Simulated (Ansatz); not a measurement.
Li2O (anti-fluorite), energy over volume and axial ratio

Li2O (anti-fluorite), conventional cell a = 4.573 Å, b = 4.573 Å, c = 4.573 Å, α = 90.00°, β = 90.00°, γ = 90.00°. The calculation uses the primitive cell of 3 atoms, to which meshes and values per cell refer.

The relaxed cell is deformed in two ways at once: its volume V is scaled, and at that volume it is stretched along z (the c axis of the conventional cell) so that c/a changes. Fractional atomic positions are held.

Calculation: r2SCAN (plane waves to 500 eV, PAW, scalar-relativistic; Ansatz, a quantum-chemistry and plane-wave program). k mesh 12×12×12 (Γ-centred), Fermi-Dirac smearing 0.05 eV. E stands for the smeared free energy. Li2O was relaxed with its symmetry unable to fall. The zero of ΔE is the relaxed starting cell.

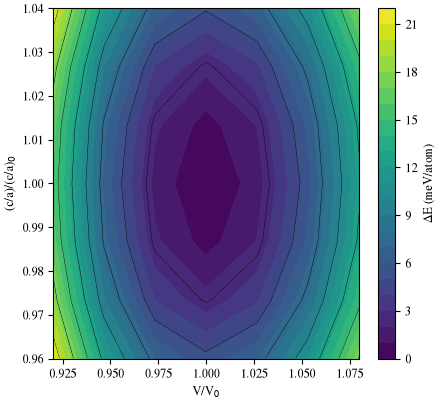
ΔE (meV/atom) over the 7×7 grid of computed points.

The shear modulus C′ = (C11 − C12)/2 (fit, atoms clamped) is 99 GPa. Highest place on the grid: V/V₀ = 0.920, (c/a)/(c/a)₀ = 0.960 (21.2 meV/atom). Lowest place on the grid: V/V₀ = 1.000, (c/a)/(c/a)₀ = 1.000 (0.0 meV/atom).

Near the relaxed cell σzz − σxx = −2Cδ (compression positive), C being this modulus and δ the logarithm of the ratio.

(Under strain, the slope of the energy per volume gives the stress and its curvature an elastic modulus.)
